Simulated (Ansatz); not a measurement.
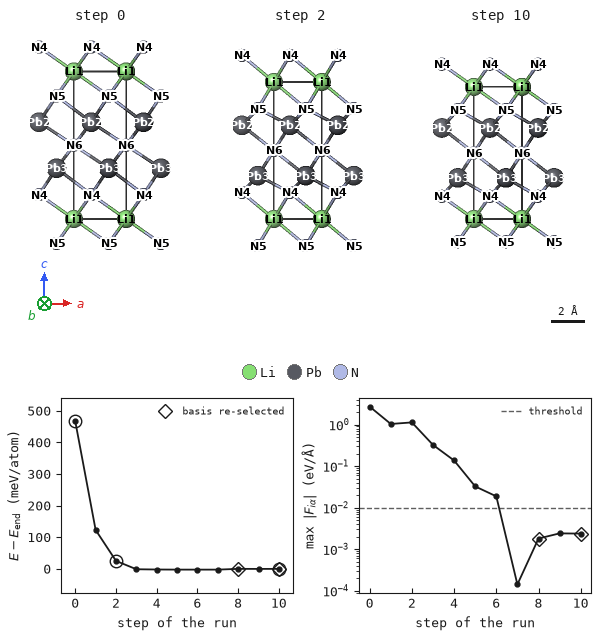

Frames of a relaxation of crystalline LiPb₂N₃ (built on the CaSm2S3-164 type type), marked on the history of the run. A ball-and-stick model of the cell of the calculation, seen along the b axis.

Method: DFT, PBEsol, plane waves, PAW in Ansatz. Settings: plane-wave cutoff 420 eV; k-point mesh 6 × 6 × 2; occupations fermi dirac; smearing width 0.03 eV; no spin polarisation; cell and atoms relaxed; force threshold 0.01 eV/Å; at most 120 steps.

> What happens along the run?

After 8 accepted moves (10 points after the start) the energy has fallen by 467 meV per atom. Largest force component: 2.7 eV/Å at the start, 0.0024 eV/Å at the end. The pressure goes from −14.10 to −0.01 GPa. The SCF was repeated twice at an unchanged geometry on a basis and grid sized afresh for the cell, which shifted the energy by 2.4 meV per atom at most. The largest moves relative to the cell, 0.26 Å, are those of Pb2 and Pb3. Pb3 goes along −c. By element the largest moves are Pb 0.26 Å, N 0.05 Å. Li stays in place. The volume changes by −23.9 %, with a = b 3.670 → 3.382 Å (−7.8 %), c 8.982 → 8.045 Å (−10.4 %). Near-neighbour distances that change, for instance: Pb2–N5 2.655 → 2.252 Å, Li1–N4 2.590 → 2.392 Å, Pb2–N6 2.540 → 2.474 Å. Bond angles that change, for instance: Pb3–N4–Pb3 87.4° → 97.3°, N5–Pb2–N5 87.4° → 97.3°, Pb2–N6–Pb2 92.5° → 86.2°. The space group stays P-3m1 (No. 164). From step 0 to 2: Pb and N atoms move most (0.24 Å), volume −21.7 %, energy −441 meV per atom. From step 2 to 10: N atoms move most (0.18 Å), volume −2.8 %, energy −25.2 meV per atom.
